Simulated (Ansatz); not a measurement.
# Nudged elastic band of BH$_{2}$ClF

BH$_{2}$ClF, multiplicity 2, computed with UKS PBE0-D4/def2-SVP (Ansatz 0.2.0).

It belongs to a series of runs on one base structure; here: band between the two ends. Figures and captions count atoms from 1; the log counts them from 0 in places.

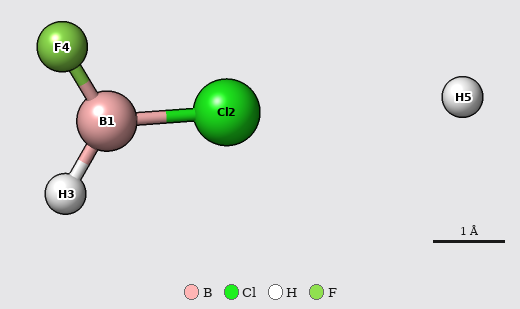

Fig. 1: The starting structure (ball-and-stick view, seen at a tilt; atoms are numbered from 1 in the order of the input). Bond lengths as drawn: B–Cl 1.75 Å, B–F 1.31 Å and B–H 1.20 Å.

## Input file
```yaml
crystal:
  periodic: [false, false, false]
  atoms:
    - { symbol: B, position_ang: [0.002193, 0.0, -0.207876] }
    - { symbol: Cl, position_ang: [-0.008673, 0.0, 1.537102] }
    - { symbol: H, position_ang: [1.036907, 0.0, -0.820026] }
    - { symbol: F, position_ang: [-1.142794, 0.0, -0.846918] }
    - { symbol: H, position_ang: [-0.000232, 0.0, 4.972718] }
magnetization:
  spin_polarized: true
  initial_magnetization: 1
basis:
  gaussian: { orbitals: def2-SVP }
hamiltonian:
  xc: pbe0
  dispersion: d4
neb:
  order_check: false
  images: 5
  f_tol: 0.05
  max_iterations: 60
  final_atoms:
    - { symbol: B, position_ang: [-0.08019106, 0.40042364, -0.16391804] }
    - { symbol: Cl, position_ang: [0.78247088, 0.0856026, 2.51858943] }
    - { symbol: H, position_ang: [0.86973272, -0.21396913, -0.61094777] }
    - { symbol: F, position_ang: [-1.22518621, -0.19400897, 0.0738572] }
    - { symbol: H, position_ang: [-0.45942533, -0.07804814, 2.81741918] }
  initial_path:
    images:
      - { positions_ang: [[0.002193, 0.0, -0.207876], [-0.008673, 0.0, 1.537102], [1.036907, 0.0, -0.820026], [-1.142794, 0.0, -0.846918], [-0.000232, 0.0, 4.972718]] }
      - { positions_ang: [[0.00153462, 0.0, -0.13858223], [-0.00587452, 0.0, 1.72806975], [1.03489051, 0.0, -0.74493491], [-1.14277172, 0.0, -0.78469968], [-0.00037788, 0.0, 4.57514707]] }
      - { positions_ang: [[0.00087623, 0.0, -0.06928846], [-0.00307604, 0.0, 1.9190375], [1.03287401, 0.0, -0.66984382], [-1.14274944, 0.0, -0.72248137], [-0.00052376, 0.0, 4.17757614]] }
      - { positions_ang: [[0.00021785, 0.0, 5.31e-06], [-0.00027755, 0.0, 2.11000525], [1.03085752, 0.0, -0.59475272], [-1.14272716, 0.0, -0.66026305], [-0.00066965, 0.0, 3.78000521]] }
      - { positions_ang: [[-0.02658512, 0.13347455, -0.0546358], [0.26063859, 0.0285342, 2.24619998], [0.97714925, -0.07132304, -0.60015107], [-1.17021351, -0.06466966, -0.4155563], [-0.15358821, -0.02601605, 3.4591432]] }
      - { positions_ang: [[-0.05338809, 0.26694909, -0.10927692], [0.52155474, 0.0570684, 2.38239471], [0.92344098, -0.14264609, -0.60554942], [-1.19769986, -0.12933931, -0.17084955], [-0.30650677, -0.0520321, 3.13828119]] }
      - { positions_ang: [[-0.08019106, 0.40042364, -0.16391804], [0.78247088, 0.0856026, 2.51858943], [0.86973272, -0.21396913, -0.61094777], [-1.22518621, -0.19400897, 0.0738572], [-0.45942533, -0.07804814, 2.81741918]] }
```

Command:
```bash
ansatz run input.yaml --threads 1 --pin off --max-ram 2048MiB --backend cpu --events-out ev --progress --plain --runs-dir out
```

## Output
```
Engine: ansatz 0.2.0, x86_64-unknown-linux-gnu
Functional definition: PBE0
  parameter a = 0.25
  parameter kappa = 0.804
  parameter beta = 0.06672455060314922
  exchange = (1 - a)*pbe_x(kappa = kappa, mu = beta*pi^2/3) + a*exact_x
  correlation = pbe_c(beta = beta)
583 factors; integrals over basis functions are off by at most 4.4e-4 eV
mean field evaluation 1: about -15933.0491 eV, gradient 1.6e1 eV
mean field evaluation 2: about -15932.3907 eV, gradient 2.3e1 eV
mean field evaluation 4: about -15933.8967 eV, gradient 4.1e-1 eV
mean field evaluation 8: about -15933.9354 eV, gradient 3.9e-2 eV
mean field evaluation 16: about -15933.9354 eV, gradient 5.5e-5 eV
mean field -15933.93544800 eV, -585.5613273048 hartree, gradient 5.5e-5 eV, S^2 0.750002; 0 other end points of the search recorded, 0 dependent functions left out
the calculation of the forces begins
reference -15933.93547543 eV, -585.5613283128 hartree; 17, 16 occupied and 39, 40 virtual orbitals, 583 factors
587 factors; integrals over basis functions are off by at most 8.0e-4 eV
mean field evaluation 32: about -15932.9891 eV, gradient 1.3e-4 eV
mean field -15932.98907921 eV, -585.5265488932 hartree, gradient 5.5e-5 eV, S^2 0.751429; 0 other end points of the search recorded, 0 dependent functions left out
[... from here on the field's lines of each further geometry are left out, up to the last ...]
NEB iter   1: max|band force component| = 6.416e0 eV/Å  barrier→ = 2.0338 eV  barrier← = 1.0913 eV  Δτ_max = 0.2000 Å  (213 SCF iters)
NEB iter   2: max|band force component| = 2.148e0 eV/Å  barrier→ = 1.2082 eV  barrier← = 0.2656 eV  Δτ_max = 0.2000 Å  (167 SCF iters)
NEB iter   3: max|band force component| = 2.078e0 eV/Å  barrier→ = 1.0621 eV  barrier← = 0.1196 eV  Δτ_max = 0.1012 Å  (160 SCF iters)
NEB iter   4: max|band force component| = 9.940e-1 eV/Å  barrier→ = 1.0325 eV  barrier← = 0.0899 eV  Δτ_max = 0.1995 Å  (153 SCF iters)
NEB iter   5: max|band force component| = 7.927e-1 eV/Å  barrier→ = 1.1414 eV  barrier← = 0.1989 eV  Δτ_max = 0.1006 Å  (158 SCF iters)
NEB iter   6: max|band force component| = 2.321e0 eV/Å  barrier→ = 1.1058 eV  barrier← = 0.1633 eV  CI = image 3  Δτ_max = 0.1022 Å  (154 SCF iters)
NEB iter   7: max|band force component| = 1.102e0 eV/Å  barrier→ = 1.2416 eV  barrier← = 0.2991 eV  CI = image 3  Δτ_max = 0.1612 Å  (154 SCF iters)
NEB iter   8: max|band force component| = 6.876e-1 eV/Å  barrier→ = 1.1747 eV  barrier← = 0.2322 eV  CI = image 3  Δτ_max = 0.2000 Å  (155 SCF iters)
NEB iter   9: max|band force component| = 6.817e-1 eV/Å  barrier→ = 1.1638 eV  barrier← = 0.2213 eV  CI = image 3  Δτ_max = 0.1015 Å  (155 SCF iters)
NEB iter  10: max|band force component| = 1.073e0 eV/Å  barrier→ = 1.1481 eV  barrier← = 0.2056 eV  CI = image 3  Δτ_max = 0.0504 Å  (154 SCF iters)
NEB iter  11: max|band force component| = 5.103e-1 eV/Å  barrier→ = 1.1432 eV  barrier← = 0.2007 eV  CI = image 3  Δτ_max = 0.0986 Å  (159 SCF iters)
NEB iter  12: max|band force component| = 5.007e-1 eV/Å  barrier→ = 1.1414 eV  barrier← = 0.1989 eV  CI = image 3  Δτ_max = 0.0501 Å  (146 SCF iters)
NEB iter  13: max|band force component| = 1.374e-1 eV/Å  barrier→ = 1.1412 eV  barrier← = 0.1987 eV  CI = image 3  Δτ_max = 0.0605 Å  (144 SCF iters)
NEB iter  14: max|band force component| = 7.387e-2 eV/Å  barrier→ = 1.1409 eV  barrier← = 0.1984 eV  CI = image 3  Δτ_max = 0.0986 Å  (141 SCF iters)
NEB iter  15: max|band force component| = 9.620e-2 eV/Å  barrier→ = 1.1409 eV  barrier← = 0.1984 eV  CI = image 3  Δτ_max = 0.0381 Å  (131 SCF iters)
NEB iter  16: max|band force component| = 5.431e-2 eV/Å  barrier→ = 1.1409 eV  barrier← = 0.1983 eV  CI = image 3  Δτ_max = 0.0497 Å  (124 SCF iters)
NEB iter  17: max|band force component| = 2.296e-1 eV/Å  barrier→ = 1.1409 eV  barrier← = 0.1983 eV  CI = image 3  Δτ_max = 0.0250 Å  (129 SCF iters)
NEB iter  18: max|band force component| = 7.007e-2 eV/Å  barrier→ = 1.1409 eV  barrier← = 0.1983 eV  CI = image 3  Δτ_max = 0.0251 Å  (119 SCF iters)
NEB iter  19: max|band force component| = 2.850e-1 eV/Å  barrier→ = 1.1409 eV  barrier← = 0.1983 eV  CI = image 3  Δτ_max = 0.0125 Å  (126 SCF iters)
NEB iter  20: max|band force component| = 2.013e-1 eV/Å  barrier→ = 1.1409 eV  barrier← = 0.1983 eV  CI = image 3  Δτ_max = 0.0125 Å  (126 SCF iters)
the calculation of the forces begins
reference -15932.98353202 eV, -585.5263450378 hartree; 17, 16 occupied and 39, 40 virtual orbitals, 587 factors
585 factors; integrals over basis functions are off by at most 9.5e-4 eV
mean field -15932.79100496 eV, -585.5192697988 hartree, gradient 2.1e-5 eV, S^2 0.755239; 1 other end points of the search recorded, 0 dependent functions left out
the calculation of the forces begins
reference -15932.79102718 eV, -585.5192706152 hartree; 17, 16 occupied and 39, 40 virtual orbitals, 585 factors
NEB iter  21: max|band force component| = 1.438e-2 eV/Å  barrier→ = 1.1409 eV  barrier← = 0.1983 eV  CI = image 3  Δτ_max = 0.0000 Å  (265 SCF iters)
```

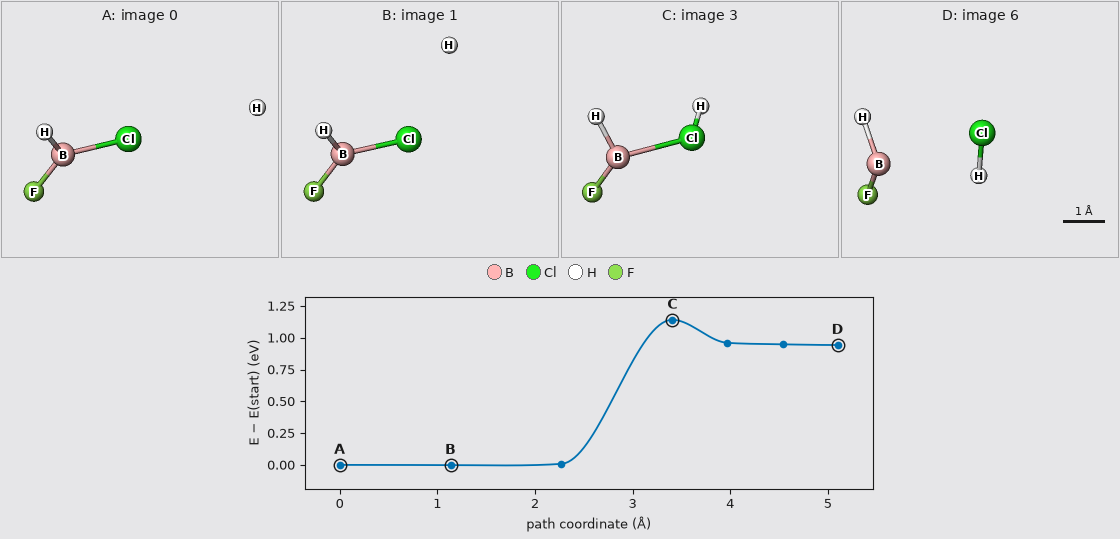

Fig. 2: Images of the last band (counted from 0; ball-and-stick, seen at an oblique angle) above the energy along the path; the line is a cubic interpolation that uses the forces. The highest image is number 3, 1.141 eV above the start and 0.198 eV above the end (the climbing image); the end lies 0.943 eV above the start. The path is 5.10 Å long. The band converged in 21 iterations.

```
Total energy: -15932.84223511 eV, -585.5211524721 hartree
Atom 0 at     0.020277     0.246150     0.079801 Å, force     0.000072     0.000197    -0.000193 eV/Å
Atom 1 at     0.044089     0.596358     2.063815 Å, force    -0.000037    -0.000114     0.000136 eV/Å
Atom 2 at     1.035609    -0.324230    -0.240278 Å, force     0.000141    -0.000087    -0.000060 eV/Å
Atom 3 at    -1.182166    -0.151158    -0.310050 Å, force    -0.000154    -0.000061     0.000051 eV/Å
Atom 4 at    -0.030408    -0.367119     3.041711 Å, force    -0.000022     0.000066     0.000067 eV/Å
Dipole moment:     0.101411    -0.124443     0.500079 e Å
this run last wrote the band of iteration 21 to [file]
```

## The last band as extended XYZ (Å, eV, eV/Å)
```
5
Properties=species:S:1:pos:R:3:forces:R:3 image=0 energy=-15933.98307
B     0.0022    0.0000   -0.2079   -0.0010   0.0000  -0.0012
Cl   -0.0087    0.0000    1.5371   -0.0003   0.0000  -0.0007
H     1.0369    0.0000   -0.8200    0.0002   0.0000   0.0000
F    -1.1428    0.0000   -0.8469    0.0010   0.0000   0.0008
H    -0.0002    0.0000    4.9727    0.0001   0.0000   0.0011
5
Properties=species:S:1:pos:R:3:forces:R:3 image=1 energy=-15933.98449
B     0.0122    0.0507   -0.1190    0.0023   0.0144   0.0070
Cl    0.0740    0.8913    1.4095    0.0001  -0.0064  -0.0084
H     1.0194   -0.2893   -0.6799    0.0106  -0.0040   0.0023
F    -1.1575   -0.2044   -0.6531   -0.0129  -0.0036   0.0011
H    -0.0606   -0.4483    4.6775   -0.0001  -0.0003  -0.0019
5
Properties=species:S:1:pos:R:3:forces:R:3 image=2 energy=-15933.97492
B     0.0092    0.0890    0.1307    0.0133  -0.0159  -0.0038
Cl    0.0767    1.2105    1.4658   -0.0007   0.0473  -0.0293
H     1.0139   -0.3882   -0.3255   -0.0059   0.0017  -0.0067
F    -1.1605   -0.2301   -0.3678   -0.0038   0.0014  -0.0043
H    -0.0520   -0.6812    3.7317   -0.0028  -0.0345   0.0441
5
Properties=species:S:1:pos:R:3:forces:R:3 image=3 energy=-15932.84221
B     0.0203    0.2462    0.0798    0.0001   0.0002  -0.0002
Cl    0.0441    0.5964    2.0638    0.0000  -0.0001   0.0001
H     1.0356   -0.3242   -0.2403    0.0001  -0.0001  -0.0001
F    -1.1822   -0.1512   -0.3100   -0.0002  -0.0001   0.0001
H    -0.0304   -0.3671    3.0417    0.0000   0.0001   0.0001
5
Properties=species:S:1:pos:R:3:forces:R:3 image=4 energy=-15933.02334
B    -0.0038    0.3483   -0.2273   -0.0021   0.0099  -0.0447
Cl    0.1845    0.6832    2.4697    0.0134   0.0192   0.0542
H     0.9790   -0.3683   -0.2405   -0.0028  -0.0075   0.0048
F    -1.2133   -0.1554   -0.2633   -0.0006  -0.0139   0.0038
H    -0.0590   -0.5078    2.8964   -0.0079  -0.0077  -0.0181
5
Properties=species:S:1:pos:R:3:forces:R:3 image=5 energy=-15933.03491
B    -0.0344    0.3742   -0.2266   -0.0002   0.0011  -0.0015
Cl    0.6155    0.4574    2.5347    0.0054  -0.0054   0.0020
H     0.8928   -0.3809   -0.4478    0.0021   0.0034  -0.0038
F    -1.2433   -0.0852   -0.0083    0.0005  -0.0055   0.0064
H    -0.3433   -0.3656    2.7831   -0.0078   0.0064  -0.0031
5
Properties=species:S:1:pos:R:3:forces:R:3 image=6 energy=-15933.04056
B    -0.0802    0.4004   -0.1639    0.0226  -0.0026  -0.0059
Cl    0.7825    0.0856    2.5186    0.0005  -0.0013  -0.0009
H     0.8697   -0.2140   -0.6109   -0.0108   0.0088   0.0090
F    -1.2252   -0.1940    0.0739   -0.0145  -0.0065  -0.0009
H    -0.4594   -0.0780    2.8174    0.0022   0.0017  -0.0013
```

## Results in brief

| quantity | value |
| --- | --- |
| outcome | converged |
| barrier, forward | 1.141 eV |
| barrier, backward | 0.198 eV |
| hardware | 1 thread of Intel Xeon (Granite Rapids), 192 GiB of memory available, shared host |
| wall time | 1.8 min |
| peak memory | 0.14 GiB |

## Notes

The order of the saddle point was not checked.
